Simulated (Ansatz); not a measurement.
# C2HClF4 (1,1,1,2-tetrafluorochloroethane) at HF/STO-3G

What is the vertical singlet–triplet gap of C2HClF4 (1,1,1,2-tetrafluorochloroethane) at HF/STO-3G? 

Program for the calculation: Ansatz 0.2.0.

53 further runs of the same task are left out: 53 set aside as unsound or not needed. Runs told in other sessions of the task aren't counted.

## Step 1: Starting point

C2HClF4: 8 atoms, total charge 0, spin state singlet. SMILES: `FC(Cl)C(F)(F)F`. The coordinates come from a PBE0-D4/def2-TZVP relaxation.

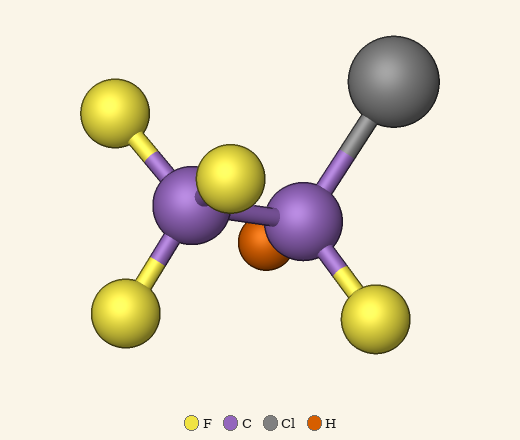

Viewed from a chosen angle; fluorine yellow, carbon purple, chlorine grey, hydrogen orange.

## Step 2: A single-point energy at HF/STO-3G

The input, in.yaml:

```yaml
crystal:
  periodic: [false, false, false]
  atoms:
    - {symbol: F, position_ang: [-1.009760, -0.997300, 1.034070]}
    - {symbol: C, position_ang: [-0.026700, -0.752310, 0.143750]}
    - {symbol: Cl, position_ang: [1.532940, -1.198140, 0.813200]}
    - {symbol: C, position_ang: [-0.058240, 0.737850, -0.214790]}
    - {symbol: F, position_ang: [0.860470, 1.007860, -1.137810]}
    - {symbol: F, position_ang: [0.152480, 1.509050, 0.841250]}
    - {symbol: F, position_ang: [-1.256040, 1.034230, -0.720280]}
    - {symbol: H, position_ang: [-0.195140, -1.341240, -0.759390]}
basis:
  gaussian:
    orbitals: STO-3G
hamiltonian:
  xc: hf
accuracy: high
output:
  orbitals: {seedname: orbitals}
```

Started as:

```bash
$ ansatz run in.yaml --threads 1 --pin off --max-ram 3480MiB --events-out events.jsonl --progress --plain --runs-dir runs
```

Output:

```text
Warning: RAYON_NUM_THREADS=1 ignored (pool sized by the plan → 1); use --threads N
Functional definition: HF
  name "HF"
  exchange = exact_x
  correlation = 0
880 factors; integrals over basis functions are off by at most 4.2e-8 eV
mean field evaluation 1: about -25083.2104 eV, gradient 5.0e1 eV
mean field evaluation 2: about -25083.5474 eV, gradient 5.0e1 eV
mean field evaluation 4: about -25092.0522 eV, gradient 2.8e0 eV
mean field evaluation 8: about -25092.0947 eV, gradient 6.5e-5 eV
mean field -25092.09470877 eV, -922.1174725145 hartree, gradient 7.5e-9 eV, S^2 0.000000; 0 other end points of the search recorded, 0 dependent functions left out
reference -25092.09470877 eV, -922.1174725145 hartree; 33, 33 occupied and 7, 7 virtual orbitals, 880 factors
Total energy: -25092.09470877 eV, -922.1174725145 hartree
```

It took 0.5 s on 1 thread of Intel Xeon Platinum 8488C (Sapphire Rapids), shared host.

## Step 3: The triplet at the same level

The input, input.yaml:

```yaml
crystal:
  periodic: [false, false, false]
  atoms:
    - {symbol: F, position_ang: [-1.009760, -0.997300, 1.034070]}
    - {symbol: C, position_ang: [-0.026700, -0.752310, 0.143750]}
    - {symbol: Cl, position_ang: [1.532940, -1.198140, 0.813200]}
    - {symbol: C, position_ang: [-0.058240, 0.737850, -0.214790]}
    - {symbol: F, position_ang: [0.860470, 1.007860, -1.137810]}
    - {symbol: F, position_ang: [0.152480, 1.509050, 0.841250]}
    - {symbol: F, position_ang: [-1.256040, 1.034230, -0.720280]}
    - {symbol: H, position_ang: [-0.195140, -1.341240, -0.759390]}
basis:
  gaussian:
    orbitals: STO-3G
magnetization:
  spin_polarized: true
  initial_magnetization: 2
hamiltonian:
  xc: hf
accuracy: high
output:
  orbitals: {seedname: orbitals}
```

Started as:

```bash
$ ansatz run input.yaml --threads 1 --pin off --max-ram 3480MiB --events-out events.jsonl --progress --plain --runs-dir runs
```

Output:

```text
Warning: RAYON_NUM_THREADS=1 ignored (pool sized by the plan → 1); use --threads N
[... 4 set-up lines as earlier in the session ...]
880 factors; integrals over basis functions are off by at most 4.2e-8 eV
mean field evaluation 1: about -25073.5316 eV, gradient 3.3e1 eV
mean field evaluation 2: about -25073.9386 eV, gradient 3.3e1 eV
mean field evaluation 4: about -25082.2723 eV, gradient 3.5e0 eV
mean field evaluation 8: about -25083.4781 eV, gradient 7.0e-1 eV
mean field evaluation 16: about -25083.4374 eV, gradient 5.2e-1 eV
mean field evaluation 32: about -25083.4461 eV, gradient 1.7e-1 eV
mean field evaluation 64: about -25081.5584 eV, gradient 9.1e0 eV
mean field evaluation 96: about -25075.9368 eV, gradient 1.3e1 eV
mean field evaluation 128: about -25083.5257 eV, gradient 2.0e-4 eV
mean field -25083.52567581 eV, -921.8025663615 hartree, gradient 2.6e-8 eV, S^2 2.006195; 2 other end points of the search recorded, 0 dependent functions left out
reference -25083.52567581 eV, -921.8025663615 hartree; 34, 32 occupied and 6, 8 virtual orbitals, 880 factors
Total energy: -25083.52567581 eV, -921.8025663615 hartree
```

Wall time 3.3 s (1 thread of Intel Xeon Platinum 8488C (Sapphire Rapids), shared host); peak memory 0.16 GiB.

## Step 4: What came out

At HF/STO-3G:

```
                                        quantity          value
                           singlet: total energy  -922.11747 Eh
                            singlet: HOMO energy      -10.70 eV
                            singlet: LUMO energy        9.13 eV
                          singlet: HOMO–LUMO gap       19.83 eV
                           triplet: total energy  -921.80257 Eh
     triplet: HOMO energy (highest over α and β)       -3.02 eV
      triplet: LUMO energy (lowest over α and β)        0.01 eV
                                   triplet: ⟨S²⟩          2.006
vertical energy of the triplet above the singlet       8.569 eV
```

What this shows: At this shape the triplet lies 8.57 eV (827 kJ/mol) above the singlet. In a minimal basis such a difference can be off by several eV, whatever the method.
